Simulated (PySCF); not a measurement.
**From one method to the next for CF⁺**

What do other methods print for CF⁺?

The runs use PySCF 2.14.0; method and basis as typed in the scripts.

2 further runs of the same task are left out: 2 that didn't finish.

### Step 1. The starting structure

CF⁺: 2 atoms, charge 1, spin multiplicity 1.

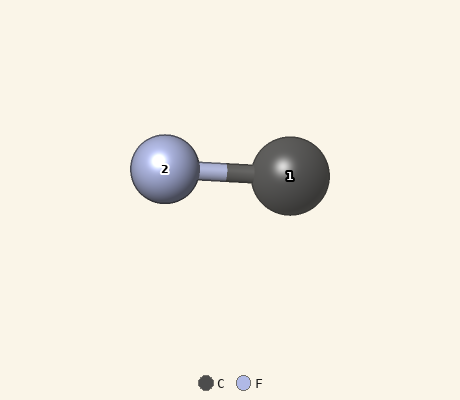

The starting geometry (carbon dark grey, fluorine light blue); atoms are numbered from 1 in the order of the file.

### Step 2. Base script

Input file input.py:

```python
from pyscf import gto, scf

mol = gto.M(
    atom='C 0 0 0; F 0 0 1.346',
    basis='x2c-svpall',
    charge=1,
    spin=0,
    verbose=3,
)
mf = scf.RHF(mol)
mf = mf.sfx2c1e()
mf.kernel()
mf.analyze()
print('orbital energies (hartree):', mf.mo_energy[..., max(0, mol.nelec[1]-3):mol.nelec[0]+3].round(4))
```

On the command line:

```console
> OMP_NUM_THREADS=1 python input.py
```

The log of this run is left out.

It gives: E(SCF) = -136.772572 Eh.

The bond length is a typed value, not an optimised one. The dipole of an ion depends on the origin.

### Step 3. SCF alone

Variant 1 changes step after the SCF: analyze → none.

Changes to input.py since step 2:

```diff
@@ -12,3 +12,3 @@
 mf.kernel()
-mf.analyze()
+mf.dip_moment()
 print('orbital energies (hartree):', mf.mo_energy[..., max(0, mol.nelec[1]-3):mol.nelec[0]+3].round(4))
```

On the command line:

```console
> OMP_NUM_THREADS=1 python input.py
```

The log of the run:

```text
converged SCF energy = -136.772572212747
Dipole moment(X, Y, Z, Debye): -0.00000,  0.00000,  1.06162
orbital energies (hartree): [-1.1024 -1.1024 -0.9887 -0.336  -0.336  -0.0521]
```

Wall time 1.3 s (1 thread of Arm Neoverse N1, shared host).

Result: E(SCF) = -136.772572 Eh (no change).

### Step 4. Stability test

Variant 2 changes step after the SCF: analyze → stability.

Changes to input.py since step 2:

```diff
@@ -12,3 +12,4 @@
 mf.kernel()
-mf.analyze()
+mf.stability(internal=True, external=True)
+mf.dip_moment()
 print('orbital energies (hartree):', mf.mo_energy[..., max(0, mol.nelec[1]-3):mol.nelec[0]+3].round(4))
```

On the command line:

```console
> OMP_NUM_THREADS=1 python input.py
```

The log of the run:

```text
converged SCF energy = -136.772572212747
<class 'pyscf.x2c.sfx2c1e.sfX2C1eRHF'> wavefunction is stable in the internal stability analysis
<class 'pyscf.x2c.sfx2c1e.sfX2C1eRHF'> wavefunction is stable in the real -> complex stability analysis
<class 'pyscf.x2c.sfx2c1e.sfX2C1eRHF'> wavefunction is stable in the RHF/RKS -> UHF/UKS stability analysis
Dipole moment(X, Y, Z, Debye): -0.00000,  0.00000,  1.06162
orbital energies (hartree): [-1.1024 -1.1024 -0.9887 -0.336  -0.336  -0.0521]
```

It took 1.7 s on 1 thread of Arm Neoverse N1, shared host.

Result: E(SCF) = -136.772572 Eh (no change), internal stable; real -> complex stable; RHF/RKS -> UHF/UKS stable.

### Step 5. NEVPT2

Variant 3 changes step after the SCF: analyze → nevpt2; active space: none → 4 electrons in 4 orbitals.

Input file input.py:

```python
from pyscf import gto, scf, mcscf, mrpt

mol = gto.M(
    atom='C 0 0 0; F 0 0 1.346',
    basis='x2c-svpall',
    charge=1,
    spin=0,
    verbose=3,
)
mf = scf.RHF(mol)
mf = mf.sfx2c1e()
mf.kernel()
mc = mcscf.CASSCF(mf, 4, 4)
mc.kernel()
mc.analyze()
mrpt.NEVPT(mc).kernel()
mf.dip_moment()
print('orbital energies (hartree):', mf.mo_energy[..., max(0, mol.nelec[1]-3):mol.nelec[0]+3].round(4))
```

On the command line:

```console
> OMP_NUM_THREADS=1 python input.py
```

The log of the run:

```text
converged SCF energy = -136.772572212747
CASSCF energy = -136.817969947521
CASCI E = -136.817969947521  E(CI) = -7.13074312739781  S^2 = 0.0000000
Sr    (-1)',   E = -0.00916995611755
Si    (+1)',   E = -0.00475311068636
Sijrs (0)  ,   E = -0.09882707150531
Sijr  (+1) ,   E = -0.01731371605610
Srsi  (-1) ,   E = -0.07140020447842
Srs   (-2) ,   E = -0.01793275616779
Sij   (+2) ,   E = -0.00120017271992
Sir   (0)' ,   E = -0.03337044480327
Nevpt2 Energy = -0.253967432534713
Dipole moment(X, Y, Z, Debye): -0.00000,  0.00000,  1.06162
orbital energies (hartree): [-1.1024 -1.1024 -0.9887 -0.336  -0.336  -0.0521]
```

Wall time 2 s (1 thread of Arm Neoverse N1, shared host).

Result: E(SCF) = -136.772572 Eh (no change), E(CAS) − E(SCF) = -0.04540 Eh, NEVPT2 = -0.25397 Eh.

### Step 6. TDHF

Variant 4 changes step after the SCF: analyze → tddft; number of roots: none → 6.

Input file input.py:

```python
from pyscf import gto, scf, tdscf

mol = gto.M(
    atom='C 0 0 0; F 0 0 1.346',
    basis='x2c-svpall',
    charge=1,
    spin=0,
    verbose=3,
)
mf = scf.RHF(mol)
mf = mf.sfx2c1e()
mf.kernel()
td = tdscf.TDHF(mf)
td.nstates = 6
td.kernel()
td.analyze()
mf.dip_moment()
print('orbital energies (hartree):', mf.mo_energy[..., max(0, mol.nelec[1]-3):mol.nelec[0]+3].round(4))
```

On the command line:

```console
> OMP_NUM_THREADS=1 python input.py
```

The log of the run:

```text
converged SCF energy = -136.772572212747
Excitation energies (eV)
[ 6.50393652  6.50393652  9.98055104 10.30017564 10.30017564 12.17526441]

** Singlet excitation energies and oscillator strengths **
Excited State   1:      6.50394 eV    190.63 nm  f=0.0585
Excited State   2:      6.50394 eV    190.63 nm  f=0.0585
Excited State   3:      9.98055 eV    124.23 nm  f=0.0000
Excited State   4:     10.30018 eV    120.37 nm  f=0.0000
Excited State   5:     10.30018 eV    120.37 nm  f=0.0000
Excited State   6:     12.17526 eV    101.83 nm  f=0.0116
Dipole moment(X, Y, Z, Debye): -0.00000,  0.00000,  1.06162
orbital energies (hartree): [-1.1024 -1.1024 -0.9887 -0.336  -0.336  -0.0521]
```

It took 1.8 s on 1 thread of Arm Neoverse N1, shared host.

This run: E(SCF) = -136.772572 Eh (no change), excitations 6.50, 6.50, 9.98, 10.30, 10.30 eV.

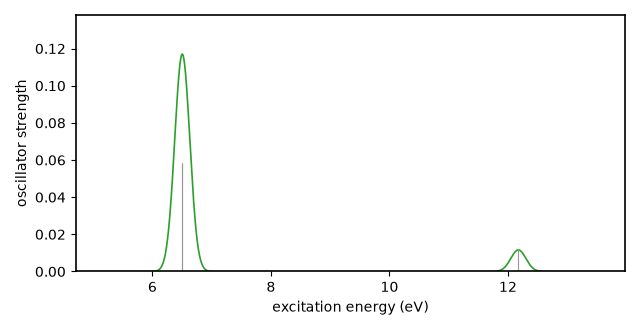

Spectrum from the printed roots. Lines are broadened to a width of 0.30 eV (Gaussian).

### Step 7. Side by side

| run | E(SCF) (hartree) | from base (eV) | gap (eV) | after the SCF |
| --- | --- | --- | --- | --- |
| base | -136.772572 | 0 | 17.76 | n/a |
| SCF alone | -136.772572 | 0.0000 | 17.76 | n/a |
| stability test | -136.772572 | 0.0000 | 17.76 | stable |
| NEVPT2 | -136.772572 | 0.0000 | 17.76 | NEVPT2 correlation -8.146 eV (from the SCF energy, the CASSCF gain included) |
| TDHF | -136.772572 | 0.0000 | 17.76 | lowest root found 6.50 eV |

Wall time on 1 thread of Arm Neoverse N1, shared host, start-up included: base 1.7 s; SCF alone 1.3 s; stability test 1.7 s; NEVPT2 2 s; TDHF 1.8 s.

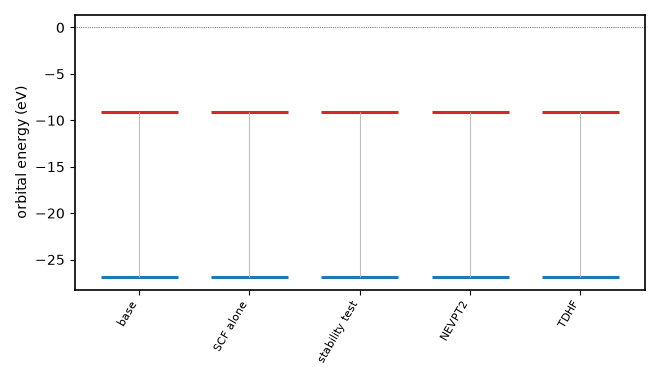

Highest filled (blue) and lowest empty (red) level of each run.

Total energies from different bases, Hamiltonians or methods carry different errors, so properties are taken as differences within one set-up.
